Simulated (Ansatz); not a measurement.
**AlH3Cl (doublet): correlated methods under varied settings at distance Al1–H4 along a hydrogen transfer = 1.702 Å**

What do other methods and options give for AlH3Cl (doublet) at this geometry, and how long do they take?

Program: Ansatz 0.2.0, Gaussian basis. Level of theory: the settings change from run to run. These are calculated values, not measurements.

13 further runs of the same task are left out: 9 for a known fault of the program, 4 that didn't finish.

## Step 1: The system

The geometry derives from fragments relaxed apart (PBE0/def2-TZVP) and kept rigid, so it is no stationary point. A hydrogen atom is moved between rigid fragments.

5 atoms, charge 0, spin multiplicity 2.

Atoms are counted from 1 here; the program's logs count them from 0.

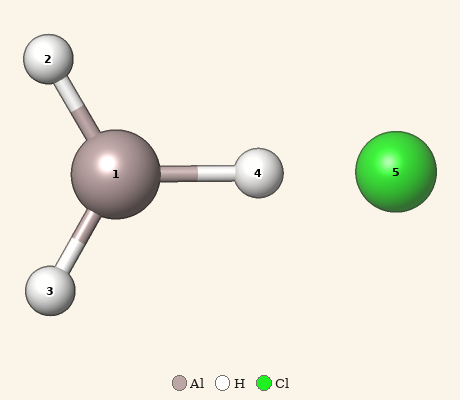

The structure; aluminium light grey, hydrogen white, chlorine green; atoms are numbered from 1 in the order of the file.

## Step 2: HF/cc-pVDZ

The input, in.yaml:

```yaml
crystal:
  periodic: [false, false, false]
  atoms:
    - {symbol: Al, position_ang: [-1.812937, 0.000000, 0.000000]}
    - {symbol: H, position_ang: [-2.605861, 1.373384, 0.000000]}
    - {symbol: H, position_ang: [-2.605861, -1.373384, 0.000000]}
    - {symbol: H, position_ang: [-0.110937, 0.000000, 0.000000]}
    - {symbol: Cl, position_ang: [1.531063, 0.000000, 0.000000]}
basis:
  gaussian: {orbitals: cc-pVDZ}
magnetization: {spin_polarized: false, initial_magnetization: 1}
hamiltonian: {xc: hf}
accuracy: high
output: {forces: true, orbitals: {seedname: orbitals}}
```

Started as:

```sh
$ ansatz run in.yaml --threads 1 --pin off --events-out ev --progress --plain --max-ram 2393MiB
```

Output:

```text
Functional definition: HF
  name "HF"
  cite "Fock, Z. Phys. 61, 126 (1930) doi:10.1007/BF01340294"
  parent pbe
  exchange = exact_x
  correlation = 0
1068 factors; integrals over basis functions are off by at most 3.7e-9 eV
mean field evaluation 1: about -19130.6473 eV, gradient 1.3e1 eV
mean field evaluation 2: about -19130.6499 eV, gradient 1.3e1 eV
mean field evaluation 4: about -19131.9302 eV, gradient 1.3e0 eV
mean field evaluation 8: about -19131.9673 eV, gradient 1.5e-1 eV
mean field evaluation 16: about -19097.0050 eV, gradient 7.3e1 eV
mean field -19131.96809102 eV, -703.0868592314 hartree, gradient 1.9e-8 eV, S^2 0.750000; 0 other end points of the search recorded, 0 dependent functions left out
the calculation of the forces begins
reference -19131.96809102 eV, -703.0868592314 hartree; 17, 16 occupied and 34, 35 virtual orbitals, 1068 factors
Total energy: -19131.96809102 eV, -703.0868592314 hartree
Atom 0 at    -1.812937     0.000000     0.000000 Å, force    -0.578010     0.000000    -0.000000 eV/Å
Atom 1 at    -2.605861     1.373384     0.000000 Å, force     0.194467     0.000356     0.000000 eV/Å
Atom 2 at    -2.605861    -1.373384     0.000000 Å, force     0.194467    -0.000356     0.000000 eV/Å
Atom 3 at    -0.110937     0.000000     0.000000 Å, force     0.065408     0.000000     0.000000 eV/Å
Atom 4 at     1.531063     0.000000     0.000000 Å, force     0.123668    -0.000000     0.000000 eV/Å
Dipole moment:    -0.599647    -0.000000    -0.000000 e Å
```

Run time: 1.6 s. Hardware: 1 thread of Arm Neoverse V1, shared host.

## Step 3: HF/cc-pVDZ

in.yaml, as its differences from that of step 2:

```diff
@@ -12,3 +12,2 @@
 hamiltonian: {xc: hf}
-accuracy: high
-output: {forces: true, orbitals: {seedname: orbitals}}
+output: {orbitals: {seedname: orbitals}}
```

Same command.

Output:

```text
Functional definition: HF
  name "HF"
  cite "Fock, Z. Phys. 61, 126 (1930) doi:10.1007/BF01340294"
  parent pbe
  exchange = exact_x
  correlation = 0
506 factors; integrals over basis functions are off by at most 1.1e-3 eV
mean field evaluation 1: about -19130.6491 eV, gradient 1.3e1 eV
mean field evaluation 2: about -19130.6503 eV, gradient 1.3e1 eV
mean field evaluation 4: about -19131.9301 eV, gradient 1.3e0 eV
mean field evaluation 8: about -19131.9673 eV, gradient 1.5e-1 eV
mean field -19131.96802810 eV, -703.0868569191 hartree, gradient 2.2e-5 eV, S^2 0.750000; 0 other end points of the search recorded, 0 dependent functions left out
reference -19131.96802810 eV, -703.0868569191 hartree; 17, 16 occupied and 34, 35 virtual orbitals, 506 factors
Total energy: -19131.96802810 eV, -703.0868569191 hartree
```

Wall time 0.45 s (1 thread of Arm Neoverse V1, shared host).

## Step 4: CCSD(T) on ROHF/6-31G*

in.yaml, as its differences from that of step 3:

```diff
@@ -9,5 +9,4 @@
 basis:
-  gaussian: {orbitals: cc-pVDZ}
+  gaussian: {orbitals: "6-31G*"}
 magnetization: {spin_polarized: false, initial_magnetization: 1}
-hamiltonian: {xc: hf}
-output: {orbitals: {seedname: orbitals}}
+correlation: {method: ccsd_t, electrons: outside_noble_gas}
```

Same command.

Output, cut to the lines that bear on the results:

```text
Functional definition: HF
  name "HF"
  cite "Fock, Z. Phys. 61, 126 (1930) doi:10.1007/BF01340294"
  parent pbe
[...]
425 factors; integrals over basis functions are off by at most 7.0e-4 eV
[...]
mean field -19130.86595276 eV, -703.0463563972 hartree, gradient 1.8e-6 eV, S^2 0.750000; 2 other end points of the search recorded, 0 dependent functions left out
[...]
determinant -19130.86595276 eV, -703.0463563972 hartree, with singles and doubles -19136.67413583 eV, -703.2598031881 hartree
determinant -19128.85619930 eV, -702.9724993197 hartree, with singles and doubles -19134.45524883 eV, -703.1782605949 hartree
determinant -19128.83739021 eV, -702.9718080986 hartree, with singles and doubles -19134.43594186 eV, -703.1775510769 hartree
10 core orbitals not correlated: weight in the atoms' cores, before any rotation towards them, 1.000 or more for the frozen orbitals, at most 0.000 for the correlated occupied ones
reference -19130.86595276 eV, -703.0463563972 hartree; 7, 6 occupied and 27, 28 virtual orbitals, 425 factors
second order -4.84588668 eV of doubles, -0.09696420 eV of singles
cycle   1  -5.80814687 eV  change    3.6e-5 eV  update   6.3e-4
[...]
cycle   7  -5.80830335 eV  change   -6.0e-6 eV  update   1.8e-6
perturbative correction -0.11262670 eV, -0.0041389550 hartree
Total energy: -19136.78688281 eV, -703.2639465633 hartree
```

Wall time 2.1 s (1 thread of Arm Neoverse V1, shared host).

From the report: correlation -5.9209 eV; T1 0.020; largest double amplitude 0.03.

## Step 5: BCCD(T)/cc-pVDZ

in.yaml, as its differences from that of step 4:

```diff
@@ -9,4 +9,6 @@
 basis:
-  gaussian: {orbitals: "6-31G*"}
-magnetization: {spin_polarized: false, initial_magnetization: 1}
-correlation: {method: ccsd_t, electrons: outside_noble_gas}
+  gaussian: {orbitals: cc-pVDZ}
+magnetization: {spin_polarized: true, initial_magnetization: 1}
+hamiltonian: {xc: {name: PBE}}
+correlation: {method: bccd_t, electrons: outside_noble_gas}
+output: {forces: true}
```

Launched as before.

Output, cut to the lines that bear on the results:

```text
Functional definition: PBE
  name "PBE"
  cite "Perdew, Burke & Ernzerhof, Phys. Rev. Lett. 77, 3865 (1996) doi:10.1103/PhysRevLett.77.3865"
  parent pbe
[...]
506 factors; integrals over basis functions are off by at most 1.1e-3 eV
[...]
mean field -19157.37468178 eV, -704.0205342203 hartree, gradient 8.9e-6 eV, S^2 0.751582; 1 other end points of the search recorded, 0 dependent functions left out
10 core orbitals not correlated: weight in the atoms' cores, before any rotation towards them, 1.000 or more for the frozen orbitals, at most 0.000 for the correlated occupied ones
reference -19131.53887568 eV, -703.0710858586 hartree; 7, 6 occupied and 34, 35 virtual orbitals, 506 factors
second order -5.96603786 eV of doubles, -0.29861465 eV of singles
cycle   1  -6.86097555 eV  change   -6.0e-1 eV  update   5.9e-2
[...]
cycle  12  -7.08983058 eV  change   -2.6e-7 eV  update   2.3e-6
perturbative correction -0.11770643 eV, -0.0043256314 hartree
[...]
Total energy: -19138.74641269 eV, -703.3359579583 hartree
Atom 0 at    -1.812937     0.000000     0.000000 Å, force    -0.602597    -0.000000    -0.000000 eV/Å
Atom 1 at    -2.605861     1.373384     0.000000 Å, force     0.118373     0.080199    -0.000000 eV/Å
Atom 2 at    -2.605861    -1.373384     0.000000 Å, force     0.118373    -0.080199     0.000000 eV/Å
Atom 3 at    -0.110937     0.000000     0.000000 Å, force     0.707895     0.000000     0.000000 eV/Å
Atom 4 at     1.531063     0.000000     0.000000 Å, force    -0.342044    -0.000000     0.000000 eV/Å
Dipole moment:    -0.552705     0.000000    -0.000000 e Å
```

It took 9.5 s on 1 thread of Arm Neoverse V1, shared host.

From the report: ⟨S²⟩ of the determinant 0.752 (pure doublet: 0.75); correlation -7.2075 eV; largest double amplitude 0.04.

## Step 6: All runs side by side

Where basis and cores are those of an earlier UCCSDT(Q)/cc-pVDZ run (-19138.9160 eV), and the state is the same kind, the miss against it is given.

| level | correlated | functions | energy (eV) | from UCCSDT(Q) (meV) | time |
| --- | --- | --- | --- | --- | --- |
| HF/cc-pVDZ |  | 51 | -19131.9681 | 6947.9 | 1.6 s |
| HF/cc-pVDZ |  | 51 | -19131.9680 | 6948.0 | 0.45 s |
| CCSD(T) on ROHF/6-31G* | outside noble gas | 44 | -19136.7869 |  | 2.1 s |
| BCCD(T)/cc-pVDZ (on PBE orbitals) | outside noble gas | 51 | -19138.7464 | 169.6 | 9.5 s |

## Step 7: Results

| quantity | value |
| --- | --- |
| runs | 4 |
| quickest | HF/cc-pVDZ, 0.45 s |
| slowest | BCCD(T)/cc-pVDZ (on PBE orbitals), 9.5 s |

Total energies in different bases, with other cores or another treatment of relativity can't be set against each other. BCCD(T)/cc-pVDZ (on PBE orbitals) took 21 times as long as HF/cc-pVDZ; the jobs differ in more than the method. Hartree-Fock, CASSCF and CASCI lack dynamic correlation by design. Cores frozen from Kohn-Sham orbitals shift the total energy.
